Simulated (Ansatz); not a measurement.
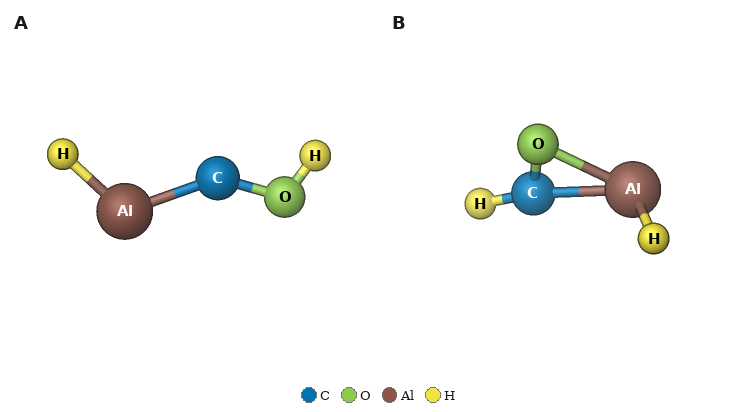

2 stationary structures of one formula. The species is neutral and a spin doublet. Geometries: PBE0-D4/def2-TZVP. Electronic energies: UHF-CCSD(T) (frozen core)/def2-TZVPP (Ansatz 0.2.0), without zero-point energy. No frequency run is at hand to confirm each as a minimum.

### Which is lowest in energy, and by how much?

B is lowest (C1); A lies 1.928 eV above it (Cs).

Give E(B) − E(A) in eV at these levels too: UHF-CCSD(T) (frozen core)/def2-TZVPP; PBE0-D4/def2-TZVPP; PBE0-D4/def2-TZVP; r2SCAN-D4/def2-TZVPP; PBE-D4/def2-TZVPP; ωB97M-V/def2-TZVPP; B3LYP-D4/def2-TZVPP.

```tsv
level	E(B) − E(A) (eV)
UHF-CCSD(T) (frozen core)/def2-TZVPP	−1.928
PBE0-D4/def2-TZVPP	−1.738
PBE0-D4/def2-TZVP	−1.770
r2SCAN-D4/def2-TZVPP	−1.685
PBE-D4/def2-TZVPP	−1.627
ωB97M-V/def2-TZVPP	−1.917
B3LYP-D4/def2-TZVPP	−1.734
```

The determinant isn't a pure spin state (⟨S²⟩ up to 1.62).
